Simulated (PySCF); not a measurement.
# C5H17AlP2: what the fields show

```xyz
25

C     1.6159    0.5337   -0.9656
C     0.9712   -0.0350    0.2978
C     1.5876   -1.3811    0.6601
C     1.1273    0.9621    1.4451
P    -0.8528   -0.1272   -0.1163
C    -1.6198   -1.0204    1.3009
Al   -1.7658    1.9286   -1.1806
P    -0.9304   -1.6595   -1.6394
H     2.6688    0.7567   -0.7976
H     1.1042    1.4552   -1.2589
H     1.5431   -0.1818   -1.7870
H     1.4156   -2.1100   -0.1320
H     1.1720   -1.7668    1.5885
H     2.6628   -1.2688    0.7921
H     0.7206    0.5627    2.3727
H     0.6060    1.8900    1.2059
H     2.1804    1.1884    1.6072
H    -1.2636   -2.0478    1.3629
H    -2.6990   -1.0192    1.1470
H    -1.4041   -0.4899    2.2262
H    -3.2642    1.4499   -1.0672
H    -1.2033    3.0349   -0.2228
H    -1.0973    1.7713   -2.6007
H    -0.9623   -0.7131   -2.6631
H    -2.3239   -1.6889   -1.5662
```

Geometry: GFN2-xTB.

These are results of PBE0/pcSseg-1, SCF density, gas phase, non-relativistic (PySCF 2.14.0), not measurements.

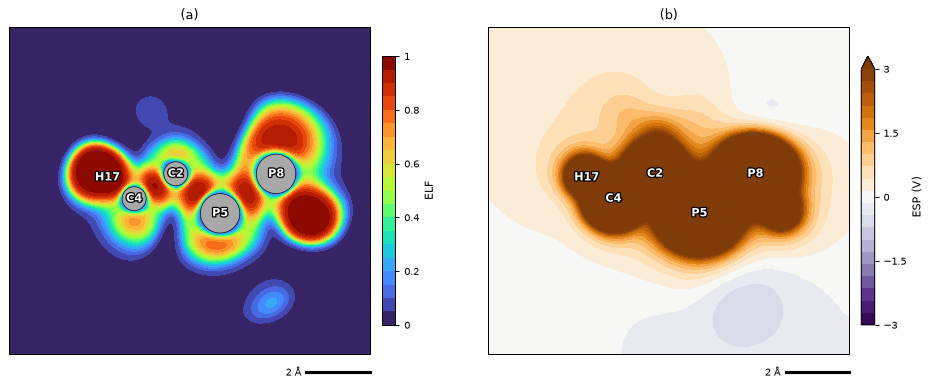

Figure 1. (a) electron localisation function; (b) electrostatic potential on the plane of atoms C4, C2 and P5. Grey discs cover the atomic cores in the ELF map.

Question: Describe what can be read from this map.

Answer:
- The section cuts through C, P and H sites.
- C–C (1.53 Å): the ELF peaks at about 0.95 between the atoms: a shared electron pair.
- P–P (2.16 Å): the ELF peaks at about 0.95 between the atoms: a covalent bond.
- C–H (1.09 Å): the ELF climbs to about 1 towards the hydrogen, as it does in any bond to H (an ordinary covalent bond to hydrogen).
- The ELF also peaks beside P8, away from the bonds: lone-pair regions.
- Outside the dense part of the molecule the potential is most negative (−0.6 V) near H21, which lies off the plane.

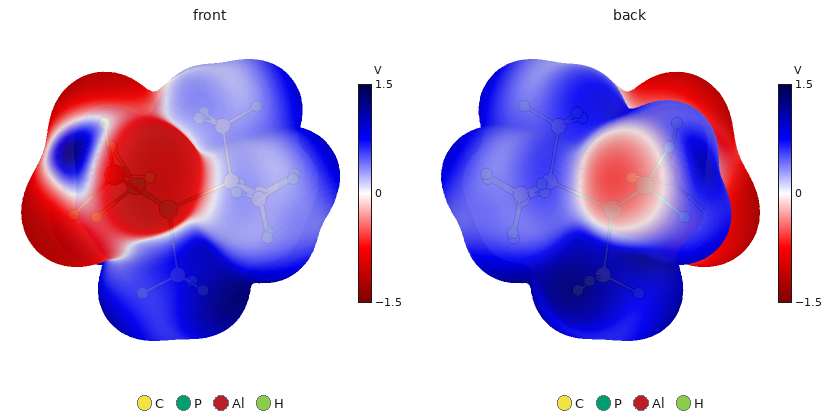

Figure 2. The electrostatic potential painted on the density surface at 0.002 e/bohr³, seen from the front and from behind; the colour scale runs from red (negative) to blue (positive).

Question: Where is the surface potential most negative and most positive?

Answer: The most negative region (about −1.2 V, or −28 kcal/mol for a unit charge) lies over H21 and H22, the most positive (about +1.3 V, or +30 kcal/mol for a unit charge) over Al7, H15, H18 and H20.
